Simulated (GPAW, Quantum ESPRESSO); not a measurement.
# Near-edge structure at the As K edge of As (R-3m), part 4 of 4

Aim: the As K edge of As (R-3m) by two routes, a Lanczos recursion (XSpectra) and a sum over empty bands (GPAW), to see which features are robust.

Quantum ESPRESSO 7.5 and GPAW 26.7.0; core-hole supercells, plane-wave PAW PBE.

So far. Step 8 (The field without a hole (GPAW)): The mesh shows no gap, so the system is treated as a metal and the core electron is put at the Fermi level (neutral cell). Step 9 (Spectrum without a core hole, As atom 1 (GPAW)): Main maxima below 30 eV (height): 2.6 eV (1.97), 12.6 eV (0.87), 17.6 eV (0.80) and 23.0 eV (0.79). 

The database entry behind the starting cell differs from later determinations by our own check (old inner coordinate), so it need not match the best structure at ambient conditions.

## Step 11: Spectrum with XCH, As atom 1 (GPAW) (continued)

Level of this step: X-ray absorption from dipole matrix elements to empty bands, plane-wave PAW PBE (GPAW).

The As K spectrum, As atom 1, excited-electron core hole (neutral cell) (energy from the lowest empty level; intensity scaled to a mean of 1 over the first 20 eV; polarised curves are means over the symmetry-equivalent atoms):

```tsv
E (eV)	isotropic	ε ⊥ c	ε ∥ c
-2.0	0.04	0.04	0.03
-0.5	0.76	0.81	0.67
1.0	2.17	2.19	2.12
2.5	2.09	2.29	1.71
4.0	1.24	1.22	1.26
5.5	0.82	0.74	0.98
7.0	0.46	0.51	0.34
8.5	0.52	0.59	0.38
10.0	0.81	0.86	0.72
11.5	0.93	0.97	0.86
13.0	0.86	0.86	0.86
14.5	0.76	0.72	0.85
16.0	0.81	0.75	0.92
17.5	0.80	0.77	0.88
19.0	0.77	0.76	0.79
20.5	0.82	0.81	0.82
22.0	0.85	0.84	0.87
23.5	0.82	0.81	0.84
25.0	0.80	0.78	0.82
26.5	0.82	0.81	0.85
28.0	0.87	0.86	0.89
29.5	0.92	0.92	0.91
```

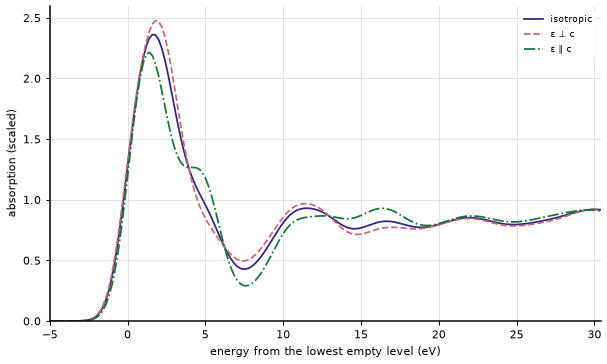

The As K edge, As atom 1, excited-electron core hole (neutral cell): main maxima at 1.6, 11.6 and 22.0 eV.

Main maxima below 29 eV (height): 1.6 eV (2.36), 11.6 eV (0.93), 16.6 eV (0.82) and 22.0 eV (0.85). 

## Step 12: The two programs side by side

The line shapes differ (Lorentzian half width 1.07 eV up to 4 eV, rising linearly to 1.75 eV at 25 eV (not a setting of the program: the run's 0.4 eV curve was folded afterwards with a further Lorentzian), against Gaussian full width 2.14 eV up to 4 eV, rising linearly to 3.5 eV at 25 eV), so both get a further Gaussian of 1.5 eV full width before they are compared; the Lorentzian tails remain.

```tsv
E (eV)	XSpectra	GPAW
-2.00	0.33	0.10
-1.25	0.53	0.34
-0.50	0.86	0.84
0.25	1.31	1.49
1.00	1.66	2.02
1.75	1.77	2.20
2.50	1.67	2.02
3.25	1.46	1.64
4.00	1.26	1.29
4.75	1.10	1.03
5.50	0.94	0.82
6.25	0.80	0.63
7.00	0.71	0.50
7.75	0.66	0.47
8.50	0.68	0.54
9.25	0.74	0.66
10.00	0.83	0.79
10.75	0.91	0.88
11.50	0.95	0.91
12.25	0.92	0.90
13.00	0.87	0.86
13.75	0.83	0.81
14.50	0.82	0.78
15.25	0.84	0.78
16.00	0.86	0.80
16.75	0.87	0.81
17.50	0.86	0.80
18.25	0.84	0.79
19.00	0.83	0.78
19.75	0.83	0.79
20.50	0.83	0.81
21.25	0.83	0.84
22.00	0.84	0.84
22.75	0.85	0.84
23.50	0.85	0.82
24.25	0.84	0.80
25.00	0.83	0.80
25.75	0.81	0.81
26.50	0.80	0.82
27.25	0.79	0.84
28.00	0.80	0.87
28.75	0.83	0.89
29.50	0.86	0.91
30.25	0.88	0.92
```

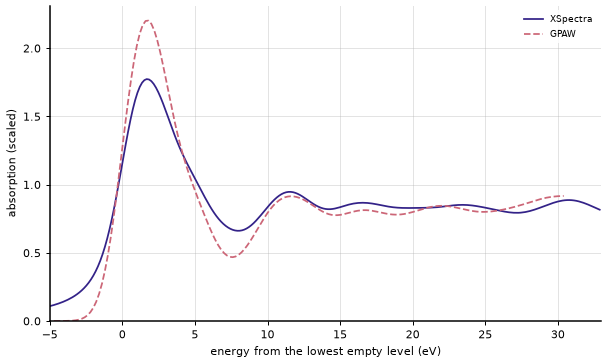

XSpectra and GPAW after a common extra broadening.

```tsv
	XSpectra	GPAW
k mesh of the spectrum	4×4×4	6×6×6
cutoff (eV)	544	500
highest intensity below 24 eV after the common broadening, eV (height)	1.7 (1.77)	1.8 (2.20)
core time, hole field and spectrum	3.4 min	7.3 min
```

## Step 13: With and without the hole

XSpectra's curves. Both curves are counted from their own zero, so only the shift of weight within the empty states shows.

```tsv
E (eV)	no hole	XCH
-2.0	0.21	0.30
-1.0	0.33	0.55
0.0	0.64	1.15
1.0	1.18	1.78
2.0	1.55	1.81
3.0	1.65	1.55
4.0	1.57	1.23
5.0	1.37	1.05
6.0	1.22	0.83
7.0	1.00	0.69
8.0	0.78	0.64
9.0	0.69	0.69
10.0	0.72	0.84
11.0	0.80	0.95
12.0	0.87	0.95
13.0	0.89	0.86
14.0	0.84	0.80
15.0	0.81	0.83
16.0	0.82	0.87
17.0	0.84	0.87
18.0	0.84	0.84
19.0	0.81	0.83
20.0	0.80	0.83
21.0	0.80	0.83
22.0	0.80	0.84
23.0	0.80	0.85
24.0	0.79	0.85
25.0	0.78	0.83
26.0	0.78	0.81
27.0	0.77	0.79
28.0	0.77	0.80
29.0	0.78	0.84
30.0	0.80	0.88
31.0	0.82	0.89
32.0	0.83	0.86
```

With each curve scaled to its own mean, the area from −2 to 6 eV with the hole is 9.7 against 9.0, and the centre of weight from −1 to 20 eV moves by -0.3 eV (first and strongest maxima below 20 eV: 3.1 eV (1.65) and 12.7 eV (0.89) without the hole, 1.5 eV (1.87), 11.4 eV (0.97) and 16.6 eV (0.87) with it); the shape changes all the same, by 22 % r.m.s.

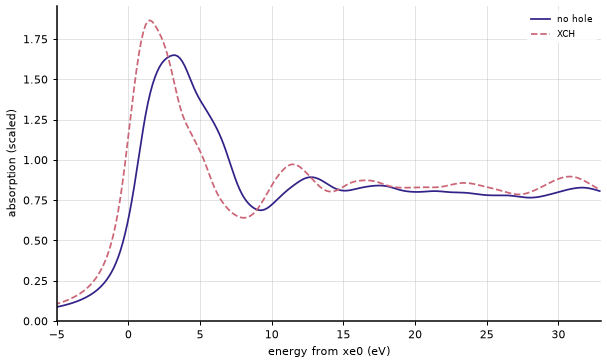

The As K edge with and without the core hole, each from its own zero; the highest intensity below 24 eV lies at 1.5 eV with the hole.

## Step 14: Runs not followed above

These runs aren't followed: redraws of a spectrum that repeat one shown, runs with a planted fault or a state judged unsound, or a program's part that gave no sound spectrum.

| program | step | status | elapsed |
| --- | --- | --- | --- |
| Quantum ESPRESSO | no core hole, redrawn | converged | 13 s |
| Quantum ESPRESSO | spectrum with XCH, redrawn | converged | 3.1 s |

## Step 15: What came out

```
absorber and edge                                     : As K, atom 1 of the ground-state input (counted from 1)
surroundings                                          : 3 As at 2.51 Å (pyramidal, site symmetry 3m)
highest intensity below 24 eV (XSpectra, narrow line) : 1.5 eV above the zero, height 1.87
```

What this shows: The two programs agree on where the features lie, less on their heights: 18 % r.m.s. remains over the first 14 eV after a relative shift of 0.0 eV; their raw zeros differ by 8 eV. What differs may come from the PAW partial waves, meshes, cutoffs and line shapes. In XSpectra the As K edge of atom 1, with 3 As at 2.51 Å (pyramidal, site symmetry 3m), has its highest intensity of the first 24 eV at 1.5 eV above the zero, 1.9 times the mean level of the first 20 eV (Lorentzian half width 1.07 eV up to 4 eV, rising linearly to 1.75 eV at 25 eV (not a setting of the program: the run's 0.4 eV curve was folded afterwards with a further Lorentzian)). In XSpectra: With each curve scaled to its own mean, the area from −2 to 6 eV with the hole is 9.7 against 9.0, and the centre of weight from −1 to 20 eV moves by -0.3 eV (first and strongest maxima below 20 eV: 3.1 eV (1.65) and 12.7 eV (0.89) without the hole, 1.5 eV (1.87), 11.4 eV (0.97) and 16.6 eV (0.87) with it); the shape changes all the same, by 22 % r.m.s. In GPAW: With each curve scaled to its own mean, the area from −2 to 6 eV with the hole is 10.5 against 9.6, and the centre of weight from −1 to 20 eV moves by -0.4 eV (first and strongest maxima below 20 eV: 2.6 eV (1.97), 12.6 eV (0.87) and 17.6 eV (0.80) without the hole, 1.6 eV (2.36), 11.6 eV (0.93) and 16.6 eV (0.82) with it); the shape changes all the same, by 30 % r.m.s. In XSpectra, at the As K edge of atom 1 polarisation matters most near 2.6 eV, where the curves differ by 0.4 on this scale. 3 further runs of this session are left out of this account as redundant. The unit cell's mesh shows no gap over 0.35 eV. That is right for a metallic compound; for a small-gap or correlated insulator it would be the fault of the functional or of the assumed magnetic order, and the hole would be screened too well. The holes are only 5.6 Å apart, so the shape is probably not converged with cell size; no larger cell was run here. Lifetime broadening is put in by hand, and intensities beyond about 20 eV depend on it and on the partial waves. The structure is a published determination, not relaxed.

[Banner, clock and machine lines of the logs are left out without a mark of their own.]

[Logs are printed without paths, hosts, clocks, repeated set-up lines and the standing remarks that a program may print on its own settings, such as how far it seeks lower states.]

[Hosts, paths, dates, database ids (printed as entryN), source tags and the programs' standing remarks are cut or masked in the printed files.]

[Lists of maxima count a maximum above −3 eV only where it reaches 4 % of the highest in the window and stands out from its surroundings by 2 % of it (1.5 % where it reaches 55 %); shoulders and weaker maxima are passed over, and of the rest the first, up to two pre-edge ones and the few strongest are named.]
